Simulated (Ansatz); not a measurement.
**GaH$_{4}$O (SMILES [OH2+][GaH2]) (charge +1): density, localisation and related maps**

The calculation's input:

```
crystal:
  periodic: [false, false, false]
  atoms:
    - { symbol: O, position_ang: [0.00166, -0.96235, 0.1344] }
    - { symbol: Ga, position_ang: [-0.00386, 1.0618, -0.14738] }
    - { symbol: H, position_ang: [-0.02637, -1.43039, 0.98933] }
    - { symbol: H, position_ang: [0.03205, -1.64409, -0.56216] }
    - { symbol: H, position_ang: [-0.01672, 1.28286, -1.66932] }
    - { symbol: H, position_ang: [0.01324, 1.69216, 1.25513] }
total_charge: 1
basis:
  gaussian: { orbitals: def2-mTZVP }
hamiltonian:
  xc: blyp
relax:
  f_tol: 0.015
  max_steps: 40
output:
  orbitals: {}
```

Run with:

```sh
ansatz run input.yaml --threads 1 --pin off --max-ram 2048MiB --backend cpu --events-out ev --progress --plain --runs-dir out
```

The fields are those of the relaxed geometry.

The calculation used RKS BLYP/def2-mTZVP in Ansatz 0.2.0.

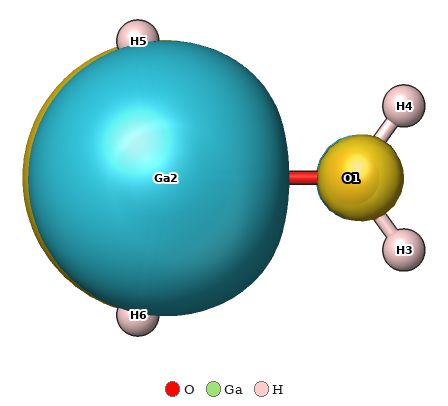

Figure 1. One frontier orbital at ±0.1 Å⁻³ᐟ² (yellow and cyan are the two phases), seen across its widest extent.

Q: Which orbital is it: HOMO or LUMO?

A: The LUMO, at −7.79 eV. Its weight (Hirshfeld) is mainly on Ga2 (about 85 %); it changes sign across the molecular plane (π type).

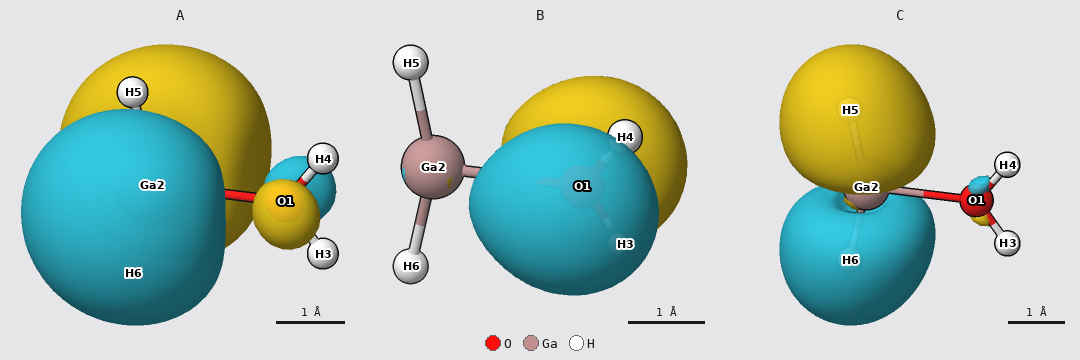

Figure 2. Three frontier orbitals at ±0.08 Å⁻³ᐟ² (yellow and cyan are the two phases), in no order.

Q: Which picture is the HOMO−1, the HOMO and the LUMO?

A: B is the HOMO−1 (−14.83 eV). It lies mainly on O1 (about 85 %); it changes sign across the molecular plane (π type). C is the HOMO (−13.76 eV). It lies mainly on Ga2 (about 40 %), H5 (about 30 %) and H6 (about 30 %); it is symmetric in the molecular plane (an in-plane orbital: σ, lone-pair or in-plane π type). A is the LUMO (−7.79 eV). It lies mainly on Ga2 (about 85 %); it changes sign across the molecular plane (π type).

Q: What is the HOMO–LUMO gap?

A: 5.97 eV between the orbital energies.
